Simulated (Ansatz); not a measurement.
# Decaying states in the gap of Br2ClF, part 2 of 3

Wanted: the relaxed cell of Br2ClF, its band edges and its decay constants. It is built by putting F for part of the Cl in the BrCl structure of space group Cmcm, with the volume rescaled by atomic radii. The parent structure comes from the Materials Project.

Ansatz 0.2.0; r2SCAN DFT, plane waves, PAW files (the session's first sound run).

So far. Step 2 (Relaxing the new crystal): The largest force component on a free atom ends at 0.0066 eV/Å.

The structure was built from a prototype and need not be the compound's stable phase.

**3. Band edges**

The energy window and the wavevectors of the next steps follow from the band edges, so these are searched first, off the mesh as well.

input.yaml

```yaml
crystal:
  lattice:
    - [3.3379329959, -2.2624580628, 0.0]
    - [3.3379329959, 2.2624580628, 0.0]
    - [0.0, 0.0, 7.266796454]
  atoms:
    - { symbol: Br, position: [-0.0100391908, 0.0100391908, -0.0107594615] }
    - { symbol: Br, position: [-0.0100391908, 0.0100391908, 0.5107594615] }
    - { symbol: Cl, position: [0.2822705679, 0.7177294321, 0.25] }
    - { symbol: F, position: [0.7378078137, 0.2621921863, 0.75] }
kpoints:
  mp_grid: { grid: [6, 6, 4] }
  band_path: { path: [VBM, CBM], npoints: 30 }
scf:
  occupations: { method: fixed }
hamiltonian:
  xc: r2scan
output:
  eigenvalues: true
  write_potential: true
  write_density: true
  volumetric_format: npy
  elf: true
```

On the command line:

```
$ ansatz run input.yaml --threads 2 --pin off --max-ram 4096MiB --backend cpu --events-out ev --progress --plain --runs-dir out
```

Numbers of over 12 decimals in the logs are rounded to 6 here.

Output:

```text
[...]
Crystal: 4 atoms, lattice volume = 109.757 Å³
Basis set: ecut = 500 eV, 2791 PW (Γ), exchange–correlation on 120×120×216 points (64 copies of the dense FFT grid, shifted against one another)
Bands: 18, of which v1, the nominal top of the filled ones, is band 14 counted from 1 (13 counted from 0)
Symmetry: 4 space group operations
[...]
k-points: 39 of 144 (time reversal used)
[...]
SCF iter   1: F=—  HF=-7477.250596 eV  |F-HF|=—  |Δ(HF+E_count)|=         —  Δρ=5.78e-3  dr2=5.11e-2  dr2_τ=5.82e-2  ethr=1.77e-3  ⟨swp⟩=5.0  Hψ=3276  notcnv=0  defer=78
[...]
SCF iter   7: F=-7477.264157 eV  HF=-7477.264157 eV  |F-HF|=1.72e-8  |Δ(HF+E_count)|=   5.94e-7  Δρ=3.23e-6  dr2=1.34e-8  dr2_τ=8.92e-10  ethr=3.57e-10  ⟨swp⟩=6.8  Hψ=3212  notcnv=0
SCF 1 converged in 7 iterations: F = -7477.264157 eV  dr2 = 1.34e-8
[...]
NSCF: frozen V_eff on 52 k-points
[...]
SCF converged after 7 iterations
Free energy (F): -7477.264157 eV
[...]
Internal energy: -7477.264157 eV  (E = F + TS)
E sigma→0 (E₀):  -7477.264157 eV
Fermi energy:    0.557510 eV
[...]
--- Band table (eV; the first three rows and the last of 39) ---
  k-point 0: bands = [... 10 lower, -0.8438, -0.0468, 0.0435, 0.5575, 2.6293, 4.1731, 7.3270, 8.9823]
  k-point 1: bands = [... 10 lower, -0.6430, -0.1560, 0.1194, 0.5030, 2.7975, 3.9451, 7.6442, 8.8668]
  k-point 2: bands = [... 10 lower, -0.3952, -0.3550, 0.2296, 0.4134, 3.1127, 3.5733, 8.1513, 8.5451]
  k-point 38: bands = [... 10 lower, -0.6279, -0.5419, -0.3720, 0.0450, 3.0582, 3.5025, 9.9188, 10.2800]
```

Wall time 23 s (2 threads of Arm Neoverse V2, shared host); peak memory 0.5 GiB; 46 s of CPU time.

This step gave:

| Property | Result |
| --- | --- |
| Fermi energy | 0.5575 eV |
| gap on the k-mesh | 2.060 eV |
| gap on path | 2.040 eV, by band count; negative where bands overlap |
| direct gap on path | 2.070 eV |
| edge places on path | 0, 0.2459 1/A along the path |

The electronic bands at the labelled points (eV, zero at the Fermi level (highest filled level under fixed occupations); v1 is the highest filled band, c1 the lowest empty one):

| point | v4 | v3 | v2 | v1 | c1 | c2 | c3 |
| --- | --- | --- | --- | --- | --- | --- | --- |
| VBM | -1.40 | -0.60 | -0.51 | 0.00 | 2.07 | 3.62 | 6.77 |
| CBM | -1.27 | -0.69 | -0.61 | -0.05 | 2.04 | 3.72 | 7.09 |

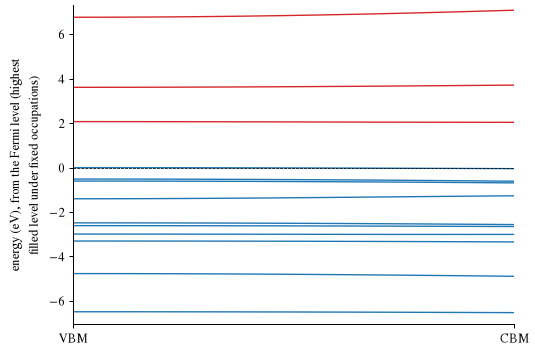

Electronic bands along the path; lines of filled and empty bands in two colours.

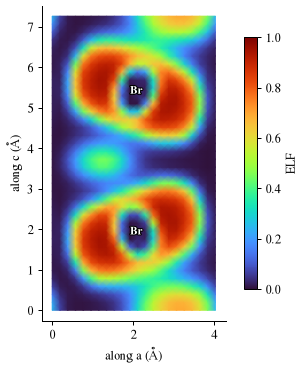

ELF in the ac plane of the cell as run, not the conventional one, at fractional y = 0.010, with atoms of Br within 0.2 Å of it. It is the smooth field of the valence electrons, not physical close to the nuclei. The map starts off the cell's origin, so that atoms lie inside it.

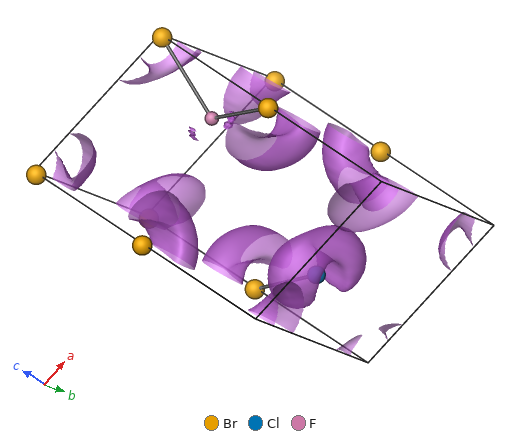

Surface of ELF = 0.85. Drawn on the cell as run, not the conventional one. Bonds to atoms that aren't drawn are left out.

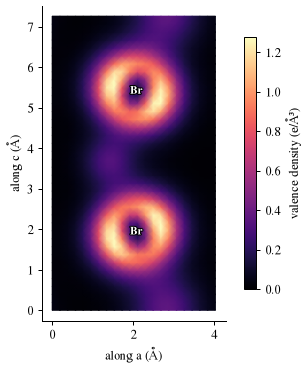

Valence density in the ac plane of the cell as run, not the conventional one, at fractional y = 0.010, with atoms of Br within 0.2 Å of it. It is the smooth field of the valence electrons, not physical close to the nuclei. The map starts off the cell's origin, so that atoms lie inside it.

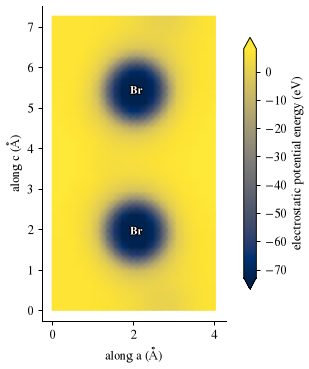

Electrostatic potential energy in the ac plane of the cell as run, not the conventional one, at fractional y = 0.010, with atoms of Br within 0.2 Å of it. With pseudopotentials it is smooth inside the atoms' cores, unlike the true potential. The map starts off the cell's origin, so that atoms lie inside it.

The searched edges give 2.04 eV, against 2.06 eV on the mesh.

**4. Decaying states in the gap, plane (100), k-mesh 6×6×4**

This step: r2SCAN DFT, plane waves, PAW files; complex bands by layer matching along the plane's normal (Ansatz 0.2.0).

The same crystal is laid in a cell whose first two vectors span the (100) plane (indices of the standard conventional cell, whose axes can be ordered otherwise than in the bulk input). At fixed energy and wavevector in the plane the solver finds all kz, real and complex. A few wavevectors are listed, (0, 0), (0.0885, -0.0885) and (0.5, 0) in units of the plane's reciprocal vectors; the slowest state needn't be among them.

input.yaml

```yaml
crystal:
  lattice:
    - [4.032432662, 0.0, 0.0]
    - [1.493659214, 3.745596791, 0.0]
    - [0.0, 0.0, 7.266796454]
  atoms:
    - { symbol: Br, position: [0.0100391908, 0.9899608092, 0.0107594615] }
    - { symbol: Br, position: [0.0100391908, 0.9899608092, 0.4892405385] }
    - { symbol: Cl, position: [0.7177294321, 0.2822705679, 0.75] }
    - { symbol: F, position: [0.2621921863, 0.7378078137, 0.25] }
kpoints:
  mp_grid: { grid: [6, 6, 4] }
scf:
  occupations: { method: fixed }
hamiltonian:
  xc: r2scan
output:
  eigenvalues: true
  transmission:
    leads: [[0, 0]]
    kpoints: [[0.0, 0.0], [0.0885, -0.0885], [0.5, 0.0]]
    e_range: [-1.0, 3.04]
    de: 0.08
```

Output:

```text
[...]
Crystal: 4 atoms, lattice volume = 109.757 Å³
Basis set: ecut = 500 eV, 2791 PW (Γ), exchange–correlation on 120×120×216 points (64 copies of the dense FFT grid, shifted against one another)
Bands: 18, of which v1, the nominal top of the filled ones, is band 14 counted from 1 (13 counted from 0)
Symmetry: 4 space group operations
[...]
k-points: 39 of 144 (time reversal used)
[...]
SCF iter   1: F=—  HF=-7477.250606 eV  |F-HF|=—  |Δ(HF+E_count)|=         —  Δρ=5.78e-3  dr2=5.11e-2  dr2_τ=5.82e-2  ethr=1.77e-3  ⟨swp⟩=5.0  Hψ=3276  notcnv=0  defer=78
[...]
SCF iter   7: F=-7477.264157 eV  HF=-7477.264157 eV  |F-HF|=1.72e-8  |Δ(HF+E_count)|=   5.94e-7  Δρ=3.23e-6  dr2=1.34e-8  dr2_τ=8.87e-10  ethr=3.57e-10  ⟨swp⟩=6.8  Hψ=3237  notcnv=0
SCF 1 converged in 7 iterations: F = -7477.264157 eV  dr2 = 1.34e-8
[...]
transmission: 12 of 36 steps passed
transmission: 24 of 36 steps passed
transmission: 36 of 36 steps passed
SCF converged after 7 iterations
Free energy (F): -7477.264157 eV
[...]
Internal energy: -7477.264157 eV  (E = F + TS)
E sigma→0 (E₀):  -7477.264157 eV
Fermi energy:    0.557510 eV
[...]
--- Band table (eV; the first three rows and the last of 39) ---
  k-point 0: bands = [... 10 lower, -0.8438, -0.0468, 0.0435, 0.5575, 2.6293, 4.1731, 7.3270, 8.9823]
  k-point 1: bands = [... 10 lower, -0.6430, -0.1560, 0.1194, 0.5030, 2.7975, 3.9451, 7.6442, 8.8668]
  k-point 2: bands = [... 10 lower, -0.3952, -0.3550, 0.2296, 0.4134, 3.1127, 3.5733, 8.1513, 8.5451]
  k-point 38: bands = [... 10 lower, -0.6279, -0.5419, -0.3720, 0.0450, 3.0582, 3.5025, 9.9188, 10.2800]
--- Transmission ---
  basis      : 161 plane waves across, 12 finite elements along
  points     : 3, as listed
  energies   : 51 from -1.000000 to 3.000000 eV about the Fermi level, 0.080000 eV apart; the leads are filled to 1.029810 eV, and channels, transmission and decay are at 1.000000 eV
  crystal 0  : F1Br2Cl1, at the sites [0, 0], period 7.2668 Å: whole cells are its period
    offset         : up to 0.0000 Å between an atom of the period and one for which it stands
    channels       : 0.000000e0 a spin
    conductance    : none, the energies end too early or step too widely for 300 K: set another output.transmission.e_range or a lower de, or, where they end at an eighth of basis.ecutwfc, a higher one
    slowest decay  : 0.3284 /Å at (0.5000, 0.0000)
```

Elapsed: 28 s, on 2 threads; peak memory 0.6 GiB; 45 s of CPU time.

Numbers from this step:

```
level to which the leads are filled                       : 1.030 eV from the Fermi level
decay constant at the filling level, zone centre          : 0.4478 Å⁻¹
decay constant at the filling level, slowest listed point : 0.3284 Å⁻¹
```

K parallel (0, 0); values up to 1.5 1/Å, a degenerate pair printed once or twice; energies at which all values exceed this have no row. Table of Im kz of the slowest decaying states by energy, zero at the highest filled level on the SCF mesh:

| energy (eV) | decay 1 (Å⁻¹) | decay 2 (Å⁻¹) | decay 3 (Å⁻¹) | decay 4 (Å⁻¹) |
| --- | --- | --- | --- | --- |
| -1.0000 | 0.407 | 0.410 | 0.518 | 1.42 |
| -0.7600 | 0.322 | 0.457 | 1.40 | - |
| -0.5200 | 0.0565 | 0.170 | 0.468 | 1.37 |
| -0.2800 | 0.0912 | 0.297 | 0.478 | 1.35 |
| -0.0400 | 0.358 | 0.485 | 1.33 | - |
| 0.2800 | 0.405 | 0.437 | 0.488 | 1.30 |
| 0.5200 | 0.427 | 0.487 | 0.570 | 1.27 |
| 0.7600 | 0.441 | 0.482 | 0.666 | 1.25 |
| 1.0000 | 0.448 | 0.474 | 0.742 | 1.23 |
| 1.2400 | 0.446 | 0.464 | 0.806 | 1.21 |
| 1.4800 | 0.421 | 0.458 | 0.861 | 1.19 |
| 1.7200 | 0.319 | 0.480 | 0.911 | 1.17 |
| 1.9600 | 0.175 | 0.498 | 0.957 | 1.16 |
| 2.2800 | 0.511 | 1.02 | 1.13 | 1.34 |
| 2.5200 | 0.516 | 1.07 | 1.11 | 1.29 |
| 2.7600 | 0.0828 | 0.518 | 1.11 | 1.13 |
| 3.0000 | 0.0293 | 0.518 | 1.09 | 1.17 |

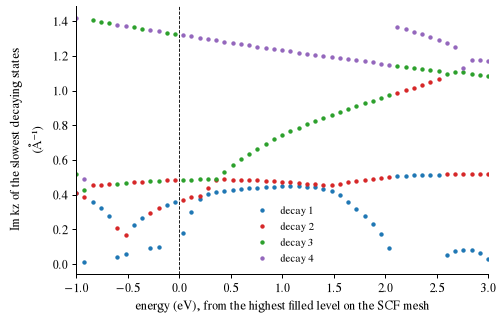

Im kz of the slowest decaying states against energy.

K parallel (0.0885, -0.0885); values up to 1.5 1/Å, a degenerate pair printed once or twice; energies at which all values exceed this have no row. The Im kz of the slowest decaying states by energy, zero at the highest filled level on the SCF mesh:

| energy (eV) | decay 1 (Å⁻¹) | decay 2 (Å⁻¹) | decay 3 (Å⁻¹) | decay 4 (Å⁻¹) |
| --- | --- | --- | --- | --- |
| -1.000 | 0.365 | 0.487 | 1.34 | - |
| -0.520 | 0.259 | 0.265 | 0.643 | 1.30 |
| -0.040 | 0.0669 | 0.344 | 0.379 | 0.666 |
| 0.520 | 0.354 | 0.480 | 0.561 | 0.635 |
| 1.000 | 0.331 | 0.569 | 0.712 | 1.15 |
| 1.480 | 0.272 | 0.572 | 0.813 | 1.11 |
| 1.960 | 0.114 | 0.571 | 0.889 | 1.07 |
| 2.520 | 0.569 | 0.991 | 1.41 | - |
| 3.000 | 0.0383 | 0.564 | 0.993 | 1.37 |

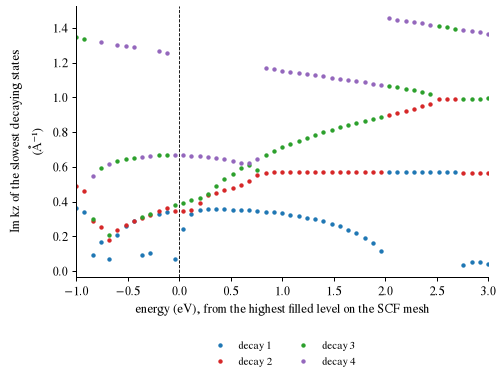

Im kz of the slowest decaying states, plotted against energy.

K parallel (0.5, 0); values up to 1.5 1/Å, a degenerate pair printed once or twice; energies at which all values exceed this have no row. The Im kz of the slowest decaying states by energy, zero at the highest filled level on the SCF mesh:

| energy (eV) | decay 1 (Å⁻¹) | decay 2 (Å⁻¹) | decay 3 (Å⁻¹) | decay 4 (Å⁻¹) |
| --- | --- | --- | --- | --- |
| -1.000 | 0.318 | 1.20 | 1.30 | - |
| -0.520 | 0.0750 | 0.135 | 1.13 | 1.23 |
| -0.040 | 0.187 | 0.315 | 0.473 | 1.01 |
| 0.520 | 0.283 | 0.585 | 0.916 | 1.09 |
| 1.000 | 0.328 | 0.568 | 1.04 | 1.05 |
| 1.480 | 0.358 | 0.408 | 0.710 | 1.00 |
| 1.960 | 0.277 | 0.381 | 0.772 | 0.965 |
| 2.520 | 0.407 | 0.821 | 0.922 | 1.10 |
| 3.000 | 0.0416 | 0.436 | 0.851 | 0.885 |

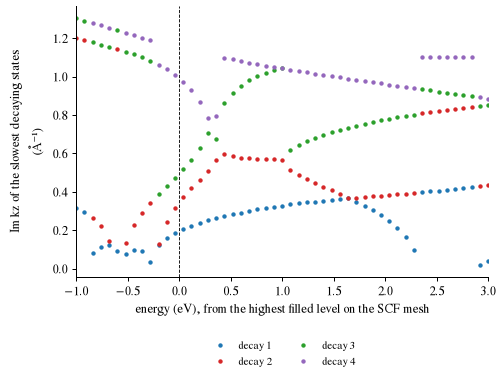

Im kz of the slowest decaying states against energy.

At the listed wavevectors the last open channel is at -0.04 eV and the next at +2.04 eV on the grid. At +1.00 eV, the grid energy nearest the filling level (the middle of the gap on the SCF mesh), the slowest state at the listed wavevectors decays with κ = 0.328 Å⁻¹, its amplitude falling by e over 3.0 Å. Through 1 nm of this crystal that state's transmission falls by exp(−2 × 0.328 Å⁻¹ × 10 Å) = 0.0014.

**5. Decay over the two-dimensional zone**

The listed points could miss the slowest state, so one energy near mid-gap is solved on a mesh of 12×12.

input.yaml, as its differences from that of step 4:

```diff
@@ -18,6 +18,2 @@
   eigenvalues: true
-  transmission:
-    leads: [[0, 0]]
-    kpoints: [[0.0, 0.0], [0.0885, -0.0885], [0.5, 0.0]]
-    e_range: [-1.0, 3.04]
-    de: 0.08
+  transmission: { leads: [[0, 0]], kmesh: [12, 12], e_range: [1.02, 1.03], de: 0.05 }
```

Output:

```text
[...]
Crystal: 4 atoms, lattice volume = 109.757 Å³
Basis set: ecut = 500 eV, 2791 PW (Γ), exchange–correlation on 120×120×216 points (64 copies of the dense FFT grid, shifted against one another)
Bands: 18, of which v1, the nominal top of the filled ones, is band 14 counted from 1 (13 counted from 0)
Symmetry: 4 space group operations
[...]
k-points: 39 of 144 (time reversal used)
[...]
SCF iter   1: F=—  HF=-7477.250606 eV  |F-HF|=—  |Δ(HF+E_count)|=         —  Δρ=5.78e-3  dr2=5.11e-2  dr2_τ=5.82e-2  ethr=1.77e-3  ⟨swp⟩=5.0  Hψ=3276  notcnv=0  defer=78
[...]
SCF iter   7: F=-7477.264157 eV  HF=-7477.264157 eV  |F-HF|=1.72e-8  |Δ(HF+E_count)|=   5.94e-7  Δρ=3.23e-6  dr2=1.34e-8  dr2_τ=8.87e-10  ethr=3.57e-10  ⟨swp⟩=6.8  Hψ=3237  notcnv=0
SCF 1 converged in 7 iterations: F = -7477.264157 eV  dr2 = 1.34e-8
[...]
transmission: 72 of 516 steps passed
transmission: 108 of 516 steps passed
[...]
transmission: 516 of 516 steps passed
SCF converged after 7 iterations
Free energy (F): -7477.264157 eV
[...]
Internal energy: -7477.264157 eV  (E = F + TS)
E sigma→0 (E₀):  -7477.264157 eV
Fermi energy:    0.557510 eV
[...]
--- Band table (eV; the first three rows and the last of 39) ---
  k-point 0: bands = [... 10 lower, -0.8438, -0.0468, 0.0435, 0.5575, 2.6293, 4.1731, 7.3270, 8.9823]
  k-point 1: bands = [... 10 lower, -0.6430, -0.1560, 0.1194, 0.5030, 2.7975, 3.9451, 7.6442, 8.8668]
  k-point 2: bands = [... 10 lower, -0.3952, -0.3550, 0.2296, 0.4134, 3.1127, 3.5733, 8.1513, 8.5451]
  k-point 38: bands = [... 10 lower, -0.6279, -0.5419, -0.3720, 0.0450, 3.0582, 3.5025, 9.9188, 10.2800]
--- Transmission ---
  basis      : 161 plane waves across, 12 finite elements along
  points     : 43, standing for a mesh of 12 x 12
  energies   : 1 from 1.020000 to 1.020000 eV about the Fermi level; the leads are filled to 1.029810 eV, and channels, transmission and decay are at 1.020000 eV
  crystal 0  : F1Br2Cl1, at the sites [0, 0], period 7.2668 Å: whole cells are its period
[...]
channels       : 0.000000e0 a spin
    conductance    : none, crystal 0 has no channel at the energies, or these end too early or step too widely for 300 K: set another output.transmission.e_range or a lower de, or, where they end at an eighth of basis.ecutwfc, a higher one
    slowest decay  : 0.3299 /Å at (0.5000, 0.0000)
```

Elapsed: 31 s, on 2 threads; peak memory 0.67 GiB.

Numbers from this step:

| Item | Value |
| --- | --- |
| least decay constant on the mesh | 0.3299 Å⁻¹ |

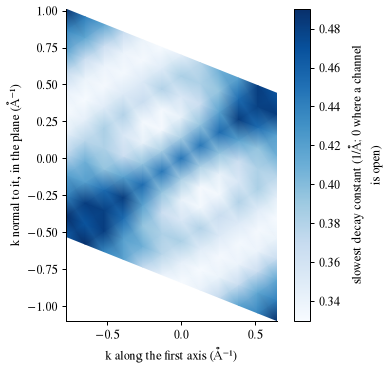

Slowest decay constant (1/Å; 0 where a channel is open) over k1 and k2. At 1.0200 eV from the Fermi level.

The least value on the mesh is 0.330 Å⁻¹ at +1.02 eV. At that energy the listed points give about 0.329 Å⁻¹ by interpolation, so the mesh holds no clearly slower state.

(Part 2 of 3 ends here.)

[Logs are printed without paths, hosts, clocks, repeated set-up lines and the standing remarks that a program may print on its own settings, such as how far it seeks lower states.]

[Hosts, paths, dates, database ids (printed as entryN), source tags and the programs' standing remarks are cut or masked in the printed files.]
